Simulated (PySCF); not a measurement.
# Cl3Sb, SMILES `Cl[Sb](Cl)Cl`: electronic structure

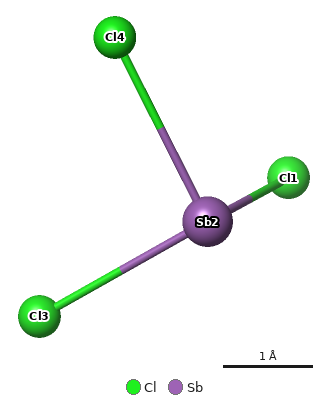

The molecule, with its atoms numbered as below. No frequency check shows the geometry to be a minimum.

Cartesian coordinates (Å):

```
Cl1      1.9148    0.5887    0.6216
Sb2      0.0013    0.0021   -0.6193
Cl3     -1.4720    1.3591    0.6199
Cl4     -0.4469   -1.9542    0.6163
```

Part 1: Bonding charge

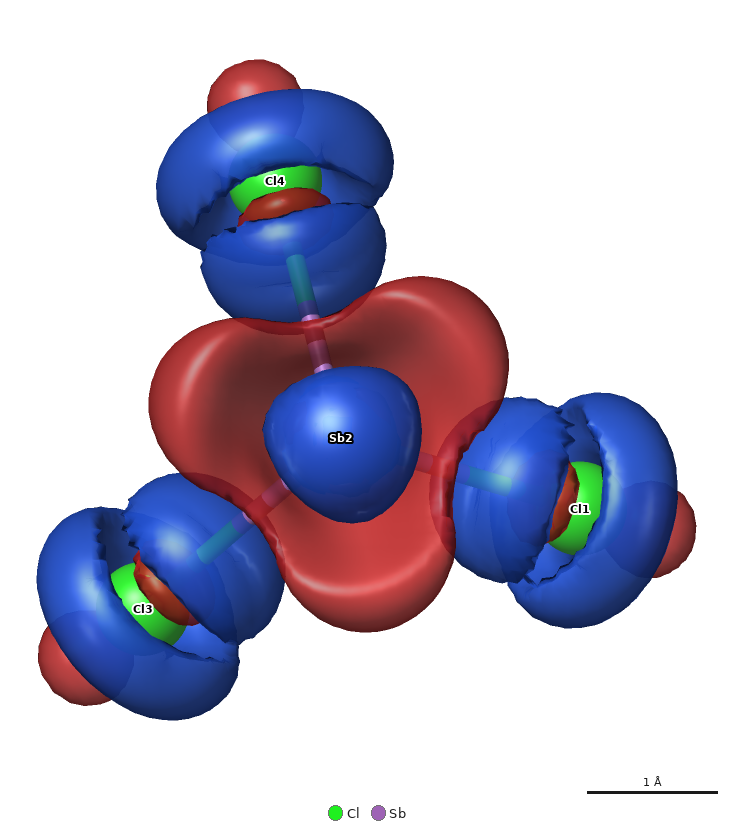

Deformation density (molecule less spherical, spin-averaged free atoms at the same positions), surfaces at ±0.04 e/Å³; blue: gain, red: loss.

Method: PBE/def2-TZVP; geometry: GFN2-xTB; program: PySCF. Core potentials replace the inner electrons of Sb; spin–orbit coupling isn't included.

Question: Describe the bonding that the map shows.

Answer: Cl1–Sb2 and Sb2–Cl3: +0.05 e/Å³ at the bond critical point (bond length 2.35 Å, Mayer order 1.1). Sb2–Cl4: +0.05 e/Å³ at the bond critical point (bond length 2.36 Å, Mayer order 1.1). In all, 0.9 electrons gather in the regions of gain relative to the promolecule. A small or negative value marks a very polar bond, one between electron-rich atoms, whose free-atom densities already overlap strongly, a long bond to a heavier atom, or a closed-shell contact such as a hydrogen bond.

Part 2: Bond critical points

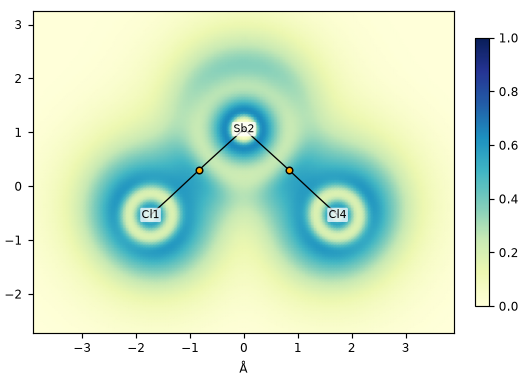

Localised orbital locator (LOL) in the plane of Cl1, Sb2 and Cl4, with bond paths and bond critical points (dots).

Question: What values does LOL take at the bond critical points in this plane?

Answer: Sb2–Cl4: about 0.45; Cl1–Sb2: about 0.45. Values above 0.5 mark slow, localised electrons, as in shared pairs; low values at a critical point mark a polar or closed-shell contact whose critical point lies between the shells.

Part 3: Electrostatic potential

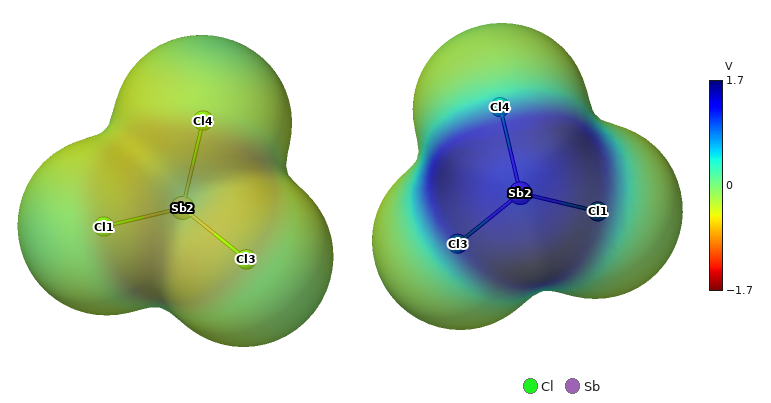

Electrostatic potential on the surface of electron density 0.001 a.u. (back view left, front view right).

Question: Where are the extremes of the potential on the surface?

Answer: Highest: 1.60 V, 2.2 Å from Sb2, and at like points elsewhere. Further maxima include 0.01 V, 2.0 Å from Cl1, and at like points elsewhere. Lowest: −0.51 V, 2.1 Å from Cl4, and at like points elsewhere. Further minima include 1.24 V, 2.4 Å from Sb2. The surface is sampled at points, so like sites can differ by a few per cent and only the strongest of them is named.

Question: What volume does the surface enclose, and what is the dipole moment?

Answer: About 133 Å³; the dipole moment is 2.8 D.

Part 4: In an electric field

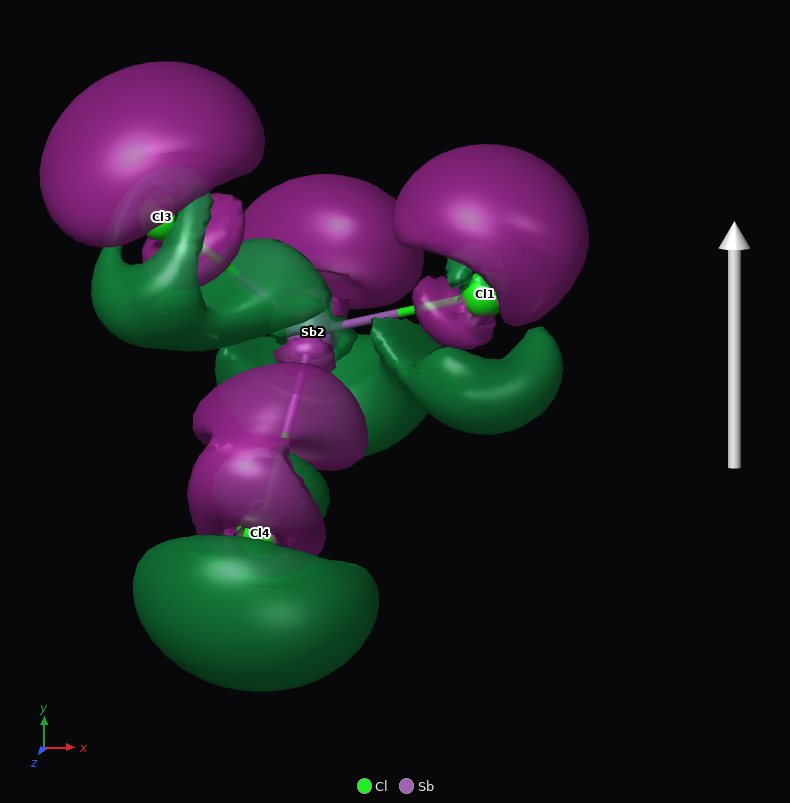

Change of the electron density in a uniform field of 0.21 V/Å along +y (arrow), surfaces at ±0.0015 e/Å³ (green: gain, purple: loss).

Method: ωB97X/def2-SVPD; geometry: GFN2-xTB; program: PySCF. Core potentials replace the inner electrons of Sb; spin–orbit coupling isn't included.

Question: How large is the response?

Answer: The induced dipole is 0.89 D (along the field); α along this axis, from the fields in both directions, is 87 bohr³ (13.0 Å³).

Question: Which atoms gain and lose the most charge?

Answer: Electrons gather most on Cl4 (Hirshfeld charge changes by −0.027 e) and leave Cl3 most (+0.019 e); 0.069 electrons are displaced in all.

The PySCF runs shown took 16 s and 19 s on 1 thread of Intel(R) Xeon(R) Platinum 8488C (Sapphire Rapids) (shared host).
